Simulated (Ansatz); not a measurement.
# Geometry relaxation of SiH4OF2 (part 1 of 2)

SiH4OF2, computed with RKS B3LYP/6-31G* (Ansatz 0.2.0).

The input holds or restrains some coordinates. Forces given for the steps count only the free coordinates. It belongs to a series of runs on one base structure; here: pulled along the bonds that form and break, towards end B.

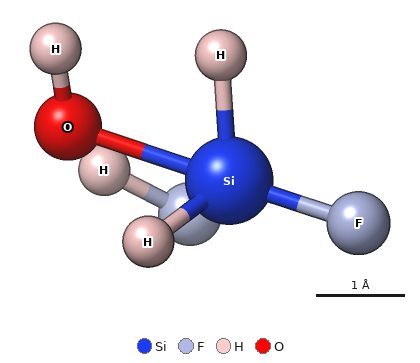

Figure 1. The input geometry (ball-and-stick view, seen at an oblique angle). Bond lengths as drawn: F–H 1.18 Å, F–Si 1.59 Å, H–O 1.01 Å, H–Si 1.46 Å and O–Si 1.98 Å.

## Input file
```yaml
crystal:
  periodic: [false, false, false]
  atoms:
    - { symbol: Si, position_ang: [0.0, 0.0, 0.0] }
    - { symbol: F, position_ang: [0.0, 0.0, 1.94] }
    - { symbol: F, position_ang: [1.4994, 0.0, -0.5295] }
    - { symbol: H, position_ang: [-0.6877, 1.1914, -0.4862] }
    - { symbol: H, position_ang: [-0.6877, -1.1914, -0.4862] }
    - { symbol: O, position_ang: [-1.879, 0.0, 0.6243] }
    - { symbol: H, position_ang: [-2.4241, -0.6297, 0.053] }
    - { symbol: H, position_ang: [-1.1493, 0.0, 1.6846] }
basis:
  gaussian: { orbitals: "6-31G*" }
hamiltonian:
  xc: b3lyp
relax:
  f_tol: 0.15
  max_steps: 25
  restrain:
    - { distance: [0, 5], at: 1.68, k: 30.0 }
    - { distance: [7, 1], at: 0.92, k: 30.0 }
    - { distance: [0, 1], at: 2.79, k: 30.0 }
    - { distance: [7, 5], at: 2.21, k: 30.0 }
output:
  orbitals: {}
```

Hardware: 1 thread of Arm Neoverse V1, 24 GiB of memory available, shared host.

Launched with:
```bash
ansatz run input.yaml --threads 1 --pin off --max-ram 2048MiB --backend cpu --events-out ev --progress --plain --runs-dir out
```

## The program's output
```
The last accepted step is kept in [file] (removed where the run ends without a failure and the disk answers)
Engine: ansatz 0.2.0, aarch64-unknown-linux-gnu
Functional definition: B3LYP
  parameter a0 = 0.2
  parameter ax = 0.72
  parameter ac = 0.81
  exchange = (1 - a0 - ax)*slater_x + ax*b88_x + a0*exact_x
  correlation = (1 - ac)*vwn_rpa_c + ac*lyp_c
720 factors; integrals over basis functions are off by at most 6.4e-4 eV
mean field evaluation 1: about -15417.6708 eV, gradient 5.9e1 eV
mean field evaluation 2: about -15406.9966 eV, gradient 9.7e1 eV
mean field evaluation 4: about -15423.2216 eV, gradient 5.4e0 eV
mean field evaluation 8: about -15423.2813 eV, gradient 3.4e-2 eV
mean field -15423.28126522 eV, -566.7951322211 hartree, gradient 1.5e-5 eV, S^2 0.000000; 0 other end points of the search recorded, 0 dependent functions left out
the calculation of the forces begins
reference -15423.28146876 eV, -566.7951397014 hartree; 22, 22 occupied and 50, 50 virtual orbitals, 720 factors
relax step   1: F+E_penalty+E_count = -15423.28126522 eV  Δ(F+E_penalty+E_count) = +0.000e0 eV  max|allowed force component| = 2.960e0 eV/Å  E_restraint = 25.95620082 eV  max|allowed force component, restraints' pulls added| = 2.444e1 eV/Å  Δτ_max = 0.0000 Å  (25 SCF iters, accepted)
  distance Si 0 - O 5 = 1.9800 Å
  distance H 7 - F 1 = 1.1773 Å
  distance Si 0 - F 1 = 1.9400 Å
  distance H 7 - O 5 = 1.2871 Å
these checks for a lower state are left out or cut short: starts, cluster_reference, orbital_swaps, neighbouring_geometries, increment
720 factors; integrals over basis functions are off by at most 4.5e-4 eV
mean field evaluation 16: about -15422.1300 eV, gradient 1.5e1 eV
mean field -15423.03541969 eV, -566.7860975646 hartree, gradient 6.3e-5 eV, S^2 0.000000; 0 other end points of the search recorded, 0 dependent functions left out
[... from here on the field's lines of each further geometry are left out, up to the last ...]
relax step   2: F+E_penalty+E_count = -15423.03541969 eV  Δ(F+E_penalty+E_count) = +2.458e-1 eV  max|allowed force component| = 2.106e0 eV/Å  E_restraint = 11.15770483 eV  max|allowed force component, restraints' pulls added| = 1.627e1 eV/Å  Δτ_max = 0.1948 Å  (31 SCF iters, accepted)
relax step   3: F+E_penalty+E_count = -15423.04226827 eV  Δ(F+E_penalty+E_count) = -6.849e-3 eV  max|allowed force component| = 2.484e0 eV/Å  E_restraint = 2.74730245 eV  max|allowed force component, restraints' pulls added| = 8.016e0 eV/Å  Δτ_max = 0.1948 Å  (30 SCF iters, accepted)
relax step   4: F+E_penalty+E_count = -15423.83473475 eV  Δ(F+E_penalty+E_count) = -7.925e-1 eV  max|allowed force component| = 1.180e0 eV/Å  E_restraint = 0.02877540 eV  max|allowed force component, restraints' pulls added| = 1.780e0 eV/Å  Δτ_max = 0.1914 Å  (28 SCF iters, accepted)
relax step   5: F+E_penalty+E_count = -15424.38935670 eV  Δ(F+E_penalty+E_count) = -5.546e-1 eV  max|allowed force component| = 1.005e0 eV/Å  E_restraint = 0.01001108 eV  max|allowed force component, restraints' pulls added| = 1.076e0 eV/Å  Δτ_max = 0.1949 Å  (28 SCF iters, accepted)
relax step   6: F+E_penalty+E_count = -15424.75632514 eV  Δ(F+E_penalty+E_count) = -3.670e-1 eV  max|allowed force component| = 1.361e0 eV/Å  E_restraint = 0.00844634 eV  max|allowed force component, restraints' pulls added| = 1.362e0 eV/Å  Δτ_max = 0.1951 Å  (29 SCF iters, accepted)
relax step   7: F+E_penalty+E_count = -15425.12388863 eV  Δ(F+E_penalty+E_count) = -3.676e-1 eV  max|allowed force component| = 1.199e0 eV/Å  E_restraint = 0.00995483 eV  max|allowed force component, restraints' pulls added| = 1.199e0 eV/Å  Δτ_max = 0.1987 Å  (28 SCF iters, accepted)
relax step   8: F+E_penalty+E_count = -15425.34871087 eV  Δ(F+E_penalty+E_count) = -2.248e-1 eV  max|allowed force component| = 7.496e-1 eV/Å  E_restraint = 0.00898915 eV  max|allowed force component, restraints' pulls added| = 4.544e-1 eV/Å  Δτ_max = 0.2000 Å  (28 SCF iters, accepted)
relax step   9: F+E_penalty+E_count = -15425.44235517 eV  Δ(F+E_penalty+E_count) = -9.364e-2 eV  max|allowed force component| = 7.525e-1 eV/Å  E_restraint = 0.00931588 eV  max|allowed force component, restraints' pulls added| = 2.968e-1 eV/Å  Δτ_max = 0.2000 Å  (27 SCF iters, accepted)
relax step  10: F+E_penalty+E_count = -15425.54678431 eV  Δ(F+E_penalty+E_count) = -1.044e-1 eV  max|allowed force component| = 6.053e-1 eV/Å  E_restraint = 0.02107997 eV  max|allowed force component, restraints' pulls added| = 7.882e-1 eV/Å  Δτ_max = 0.1952 Å  (26 SCF iters, accepted)
relax step  11: F+E_penalty+E_count = -15425.63897098 eV  Δ(F+E_penalty+E_count) = -9.219e-2 eV  max|allowed force component| = 4.450e-1 eV/Å  E_restraint = 0.01937204 eV  max|allowed force component, restraints' pulls added| = 1.338e0 eV/Å  Δτ_max = 0.1952 Å  (26 SCF iters, accepted)
relax step  12: F+E_penalty+E_count = -15425.69778383 eV  Δ(F+E_penalty+E_count) = -5.881e-2 eV  max|allowed force component| = 3.504e-1 eV/Å  E_restraint = 0.00405714 eV  max|allowed force component, restraints' pulls added| = 1.848e-1 eV/Å  Δτ_max = 0.2000 Å  (26 SCF iters, accepted)
relax step  13: F+E_penalty+E_count = -15425.66921961 eV  Δ(F+E_penalty+E_count) = +2.856e-2 eV  max|allowed force component| = 1.620e0 eV/Å  E_restraint = 0.05727777 eV  max|allowed force component, restraints' pulls added| = 3.203e0 eV/Å  Δτ_max = 0.1944 Å  (27 SCF iters, rejected (line search))
relax step  14: F+E_penalty+E_count = -15425.71324694 eV  Δ(F+E_penalty+E_count) = -1.546e-2 eV  max|allowed force component| = 3.615e-1 eV/Å  E_restraint = 0.00413988 eV  max|allowed force component, restraints' pulls added| = 1.096e-1 eV/Å  Δτ_max = 0.0969 Å  (27 SCF iters, accepted)
relax step  15: F+E_penalty+E_count = -15425.71648915 eV  Δ(F+E_penalty+E_count) = -3.242e-3 eV  max|allowed force component| = 3.604e-1 eV/Å  E_restraint = 0.01287956 eV  max|allowed force component, restraints' pulls added| = 1.070e0 eV/Å  Δτ_max = 0.0984 Å  (28 SCF iters, rejected (line search))
relax step  16: F+E_penalty+E_count = -15425.71757071 eV  Δ(F+E_penalty+E_count) = -4.324e-3 eV  max|allowed force component| = 2.444e-1 eV/Å  E_restraint = 0.00568805 eV  max|allowed force component, restraints' pulls added| = 3.139e-1 eV/Å  Δτ_max = 0.0480 Å  (24 SCF iters, accepted)
the calculation of the forces begins
reference -15425.71795335 eV, -566.8846788585 hartree; 22, 22 occupied and 50, 50 virtual orbitals, 720 factors
relax step  17: F+E_penalty+E_count = -15425.71774218 eV  Δ(F+E_penalty+E_count) = -1.715e-4 eV  max|allowed force component| = 4.020e-1 eV/Å  E_restraint = 0.00396398 eV  max|allowed force component, restraints' pulls added| = 1.479e-2 eV/Å  Δτ_max = 0.0432 Å  (24 SCF iters, accepted)
  distance Si 0 - O 5 = 1.6741 Å
  distance H 7 - F 1 = 0.9316 Å
  distance Si 0 - F 1 = 2.7957 Å
  distance H 7 - O 5 = 2.2021 Å
720 factors; integrals over basis functions are off by at most 6.3e-4 eV
mean field evaluation 128: about -15425.7032 eV, gradient 5.4e-1 eV
```

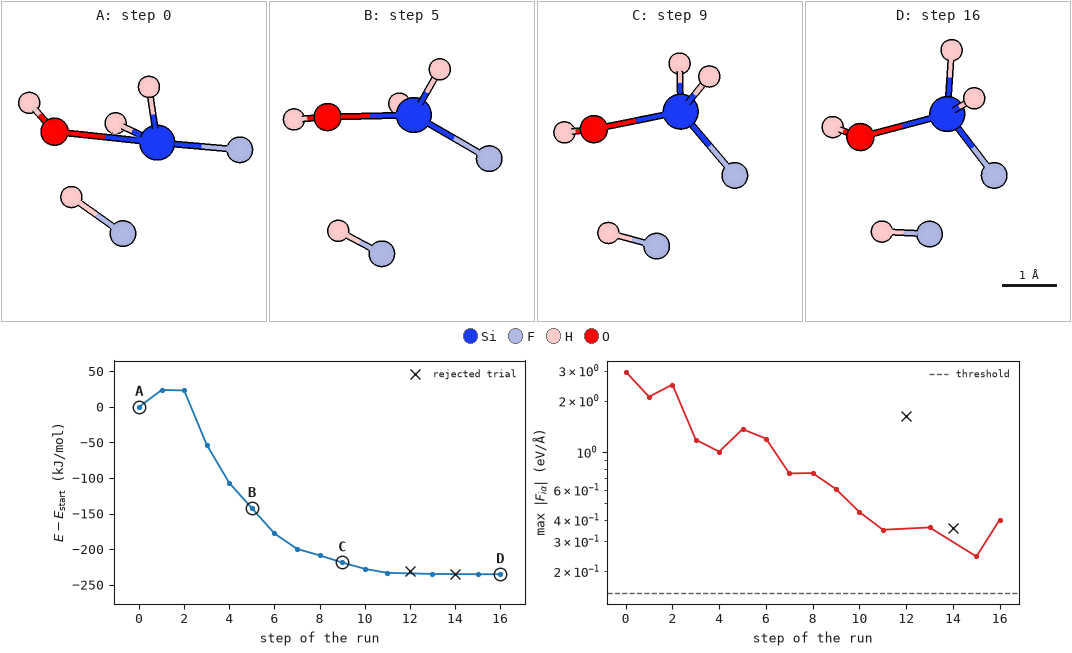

Figure 2. Frames of the restrained relaxation (ball-and-stick view, seen at a tilt) above the curves, on which the letters mark them (the first geometry is step 0 here and step 1 in the log).

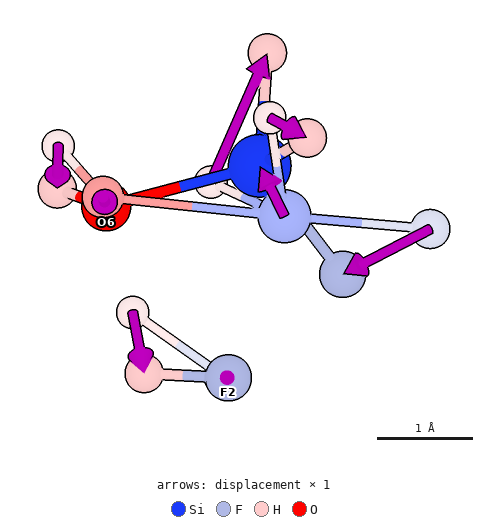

Figure 3. Start (faint) and end (solid) with the displacements as pink arrows, at true length (ball-and-stick view, seen at a tilt). The two geometries are laid on each other by the best rigid fit. The energy falls by 235.1 kJ/mol in 16 geometry steps. The largest force component goes from 3 to 0.4 eV/Å. The line search rejected the trial steps at points 12, 14 (counted from 0) and went back. The largest move after the best rigid fit is that of H5, 1.49 Å. By element the largest moves are H 1.49 Å, F 1.13 Å, Si 0.61 Å, O 0.51 Å. Among the contacts that change: Si1–O6 1.980 → 1.674 Å, F2–H8 1.177 → 0.932 Å, O6–H7 1.010 → 0.967 Å, Si1–H5 1.459 → 1.488 Å. Among the angles that change: F3–Si1–O6 178.9° → 111.8°, H4–Si1–O6 70.0° → 108.8°, H5–Si1–O6 70.0° → 107.1°. (Atoms are counted from 1 in the order of the input.)

```
mean field -15425.71774218 eV, -566.8846710981 hartree, gradient 6.4e-5 eV, S^2 0.000000; 1 other end points of the search recorded, 0 dependent functions left out
the calculation of the forces begins
reference -15425.71795335 eV, -566.8846788585 hartree; 22, 22 occupied and 50, 50 virtual orbitals, 720 factors
Total energy: -15425.71795335 eV, -566.8846788585 hartree
Atom 0 at    -0.420585    -0.082096    -0.421793 Å, force    -0.166579    -0.094440    -0.044686 eV/Å
Atom 1 at    -0.061891     0.848322     2.190024 Å, force     0.330620     0.233785     0.096173 eV/Å
Atom 2 at     0.895832    -0.852623     0.083714 Å, force    -0.002653     0.002019    -0.002524 eV/Å
Atom 3 at    -0.223334     1.374421    -0.427809 Å, force     0.007214     0.001384    -0.004876 eV/Å
Atom 4 at    -0.696886    -0.611176    -1.784909 Å, force    -0.002463     0.003281     0.002230 eV/Å
Atom 5 at    -1.753367    -0.442932     0.524818 Å, force     0.241448     0.119970     0.084131 eV/Å
Atom 6 at    -2.206986    -1.262259     0.282178 Å, force    -0.005614    -0.003373     0.000409 eV/Å
Atom 7 at    -0.861184     0.398643     2.353777 Å, force    -0.401973    -0.262626    -0.130857 eV/Å
Dipole moment:    -0.521593    -0.263250    -0.113962 e Å
```

## Trajectory as extended XYZ (Å, eV, eV/Å), 17 frames, from step=1 to step=17
```
8
Properties=species:S:1:pos:R:3:forces:R:3 step=1 energy=-15423.28126
Si    0.0000    0.0000    0.0000   -2.9604   0.2439  -0.0437
F     0.0000    0.0000    1.9400    0.3385   0.1438  -1.9802
F     1.4994    0.0000   -0.5295    0.9185  -0.1039   0.6837
H    -0.6877    1.1914   -0.4862    1.4935   1.0618  -0.3680
H    -0.6877   -1.1914   -0.4862    1.6353  -1.1952  -0.6000
O    -1.8790    0.0000    0.6243   -0.8412   0.1335   1.2061
H    -2.4241   -0.6297    0.0530    0.9775   0.6242   2.0496
H    -1.1493    0.0000    1.6846   -1.5616  -0.9080  -0.9474
8
Properties=species:S:1:pos:R:3:forces:R:3 step=2 energy=-15423.03542
Si   -0.0863    0.0029   -0.1310   -2.1060   0.0097   0.2697
F    -0.0118    0.0025    2.0979   -1.4859   0.0127  -1.8499
F     1.4814   -0.0023   -0.5192   -0.0657  -0.1058   0.8309
H    -0.6722    1.2356   -0.5112    1.2251   1.7943  -0.7098
H    -0.6693   -1.2356   -0.5144    1.3112  -1.7536  -1.0146
O    -1.8891    0.0265    0.4788    0.2527   0.6037   1.8444
H    -2.4377   -0.6494    0.0512    0.1789  -0.3680   0.6802
H    -1.0433   -0.0098    1.8477    0.6896  -0.1930  -0.0509
8
Properties=species:S:1:pos:R:3:forces:R:3 step=3 energy=-15423.04227
Si   -0.1770    0.0036   -0.2660   -0.5907  -0.0033   0.5220
F    -0.0325    0.0009    2.2344    1.1664  -0.0217  -0.4389
F     1.4614   -0.0045   -0.5017   -1.3231  -0.1170   0.7635
H    -0.6580    1.2776   -0.5294    1.0947   2.4844  -1.0024
H    -0.6543   -1.2763   -0.5376    1.0427  -2.3499  -1.3236
O    -1.8856    0.0553    0.3419    0.1609   0.6266   1.3774
H    -2.4438   -0.6706    0.0464    0.0150  -0.6402   0.4504
H    -0.9385   -0.0158    2.0118   -1.5659   0.0211  -0.3482
```
